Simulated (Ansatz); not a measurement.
Bond-angle distributions (per cent of the angles at each element, bins of 10°) of a relaxed model of amorphous Ge$_{12}$Sb$_{12}$S$_{36}$ at 3.83 g/cm³. Method: PBE-D3(BJ), scalar-relativistic without spin-orbit coupling (plane waves to 420 eV, PAW; Ansatz, a program for electronic structure).

A CHGNet melt-quench gave the starting glass, which DFT then relaxed. The hot cell started wider than the set density and was brought back towards it in steps. It is the lowest in DFT energy of 3 quenches. It is a model cell: composition and starting density were chosen by hand, and all elements were melted together. The geometry includes D3(BJ) dispersion. Its density started from a set value of 3.43 and ended at 3.83 g/cm³. Cooling (nominally 99 K/ps over its main leg) ran many orders faster than in experiment, which tends to leave more defects and strain. A cell of this size samples the disorder only roughly. Volume and shape were free in the relaxation.

Cut-offs for bonds: Ge-Ge 2.85 Å, Ge-Sb 3.11 Å, Ge-S 2.78 Å, Sb-Sb 3.34 Å, Sb-S 2.78 Å, S-S 2.39 Å.

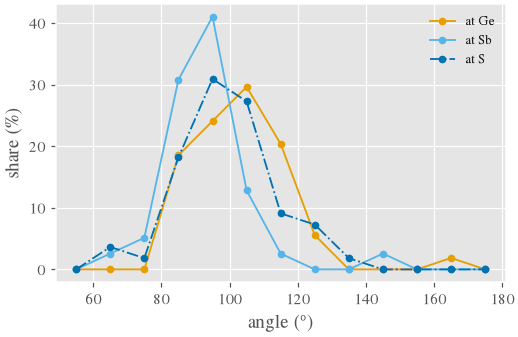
Figure: Bond-angle distributions

They go with these counts of neighbours within the cut-offs, cation contacts included: Ge mean 3.5, most often 4; Sb mean 3.1, most often 3; S mean 2.2, most often 2.
